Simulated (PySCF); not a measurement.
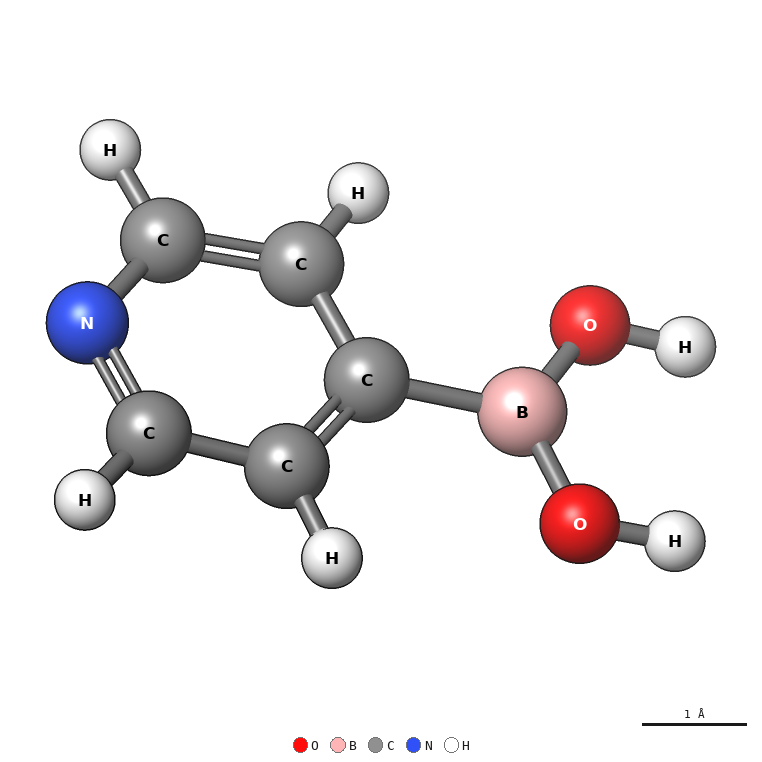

Rendered structure (ball-and-stick style). Double and triple bonds are drawn as two and three sticks.

What is the molecular formula?

C5H6BNO2, 15 atoms: 5 carbon, 6 hydrogen, 1 boron, 1 nitrogen and 2 oxygen.

How many bonds of each kind are drawn?

4 C–C, 4 C–H, 2 B–O, 2 C–N, 2 O–H, 1 C–B.

Describe its rings.

Independent rings (smallest set): 1 of 6 members, 1 of them aromatic.

More results for the same structure follow; atom numbers are the same in all pictures, views and colours differ. The geometry was computed by an optimisation with PBE0-D3(BJ)/def2-SVP. No frequency run is at hand to confirm it as a minimum.

### Shape

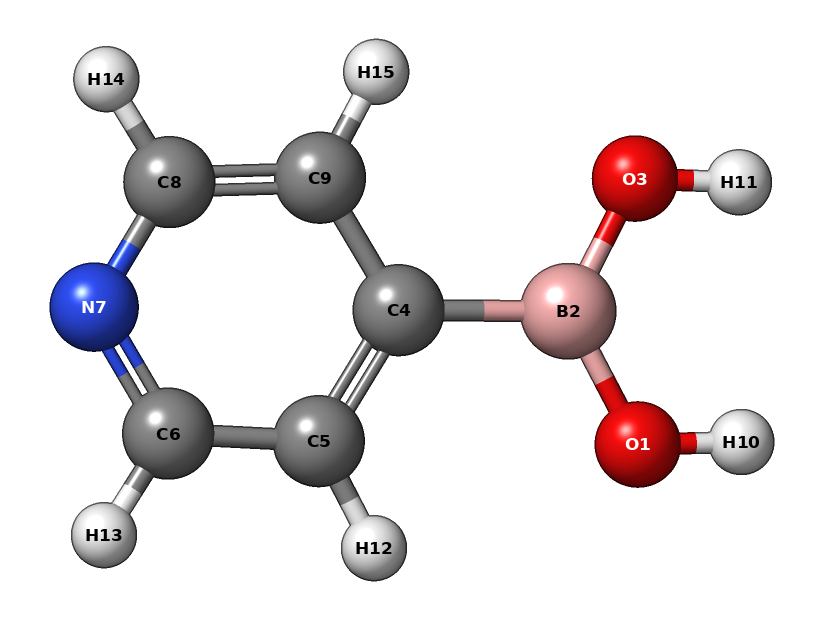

Numbered structure. No frequency run is at hand to confirm it as a minimum.

What is the geometry at O1?

O1 has 2 neighbours (B2 at 1.36, H10 at 0.96 Å); the arrangement is bent.

Describe the coordination of atom 6.

C6 has 3 neighbours (C5 at 1.39, N7 at 1.33, H13 at 1.10 Å); the arrangement is trigonal planar.

What is the geometry at N7?

N7 has 2 neighbours (C6 at 1.33, C8 at 1.33 Å); the arrangement is bent.

How are the neighbours of atom 2 arranged?

B2 has 3 neighbours (O1 at 1.36, O3 at 1.36, C4 at 1.57 Å); the arrangement is trigonal planar.

What is the dihedral angle O1–B2–C4–C5?

3° in size, that is syn (eclipsed).

### Polarisability

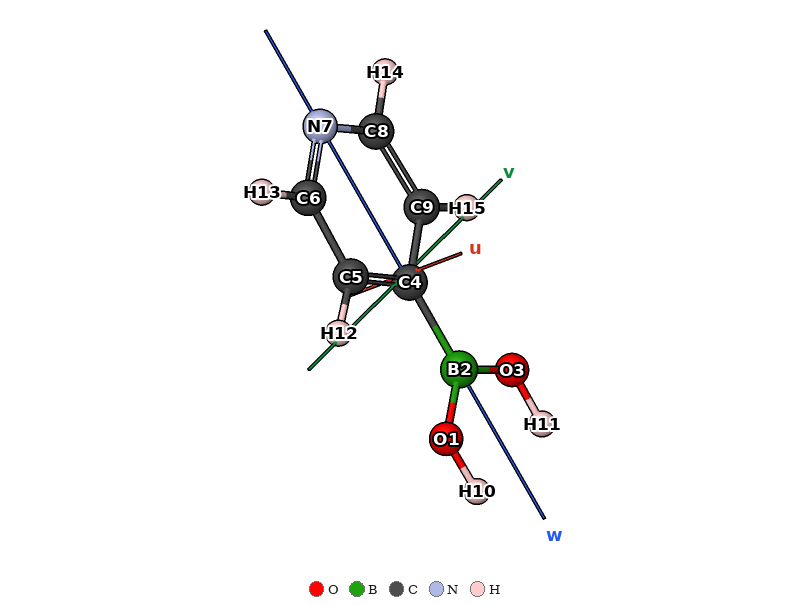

The lines u, v and w are the principal axes of the static dipole polarisability. No frequency run is at hand to confirm it as a minimum. Level of theory: ωB97X-D/def2-SVPD in acetone (IEF-PCM) (PySCF 2.14.0).

Along which axis is the molecule most polarisable, and along which least?

Most along w (in the molecular plane, nearly parallel to the B2–C4 bond), least along u (normal to the molecular plane).

Give the three principal values.

u 69.9, v 130.3, w 137.3 bohr³; mean 112.5, anisotropy 64.2 bohr³.

### Excitation

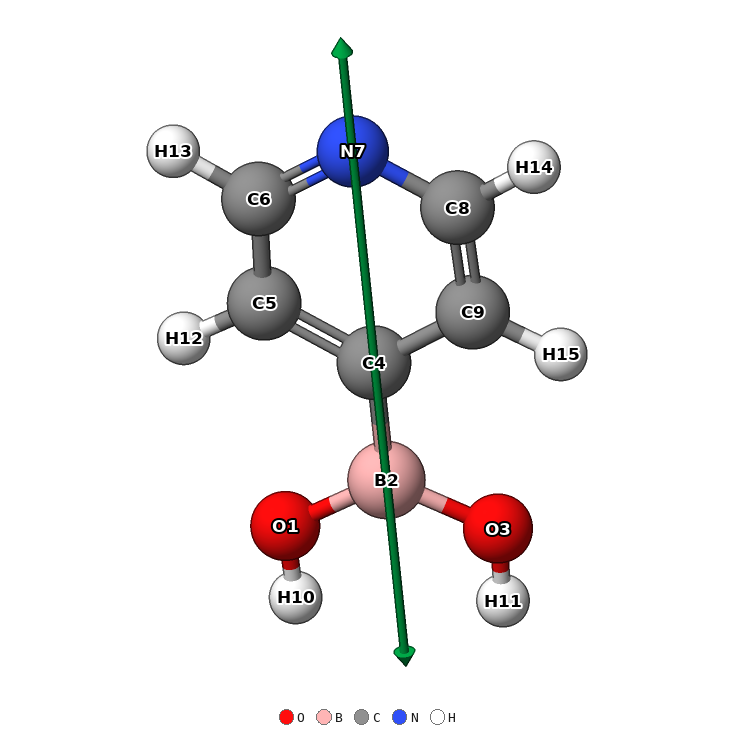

The double arrow shows the direction of the transition dipole to excited singlet state 5 (its length means nothing). No frequency run is at hand to confirm it as a minimum. Level of theory: TDDFT ωB97X-D/def2-SVPD, vertical, IEF-PCM acetone (non-equilibrium linear response), core orbitals frozen in the response (PySCF 2.14.0).

How is the transition polarised?

In the molecular plane, nearly parallel to the B2–C4 bond.

Give its energy, strength and character.

6.91 eV (179 nm), oscillator strength 0.88, mainly HOMO → LUMO+1 (weight 0.64); transition dipole 5.78 D.

### Charges

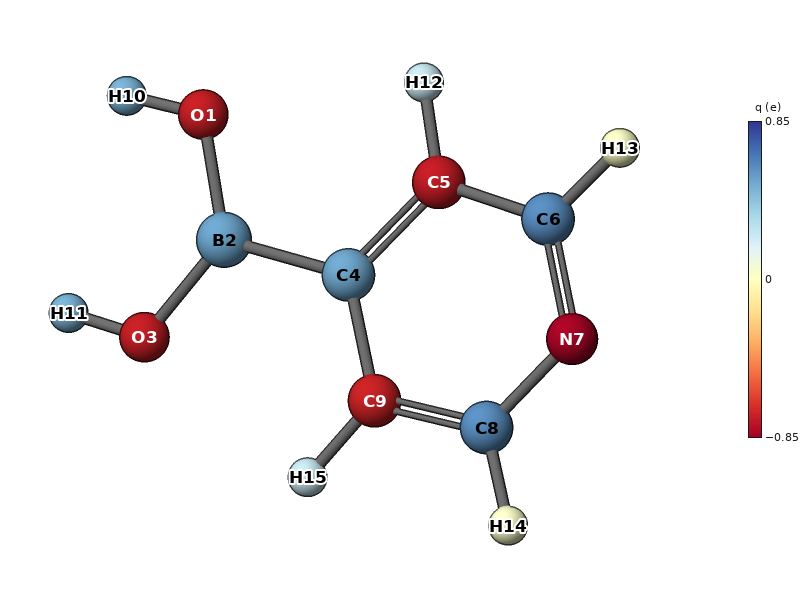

Atoms are coloured by their ESP-fitted charges. No frequency run is at hand to confirm it as a minimum. Level of theory: PBE0/pcSseg-1 in acetone (IEF-PCM) (PySCF 2.14.0).

Give the ESP-fitted charges atom by atom.

```tsv
atom	value (e)
O1	−0.73
B2	0.53
O3	−0.73
C4	0.52
C5	−0.74
C6	0.60
N7	−0.83
C8	0.59
C9	−0.72
H10	0.49
H11	0.49
H12	0.25
H13	0.02
H14	0.03
H15	0.24
```
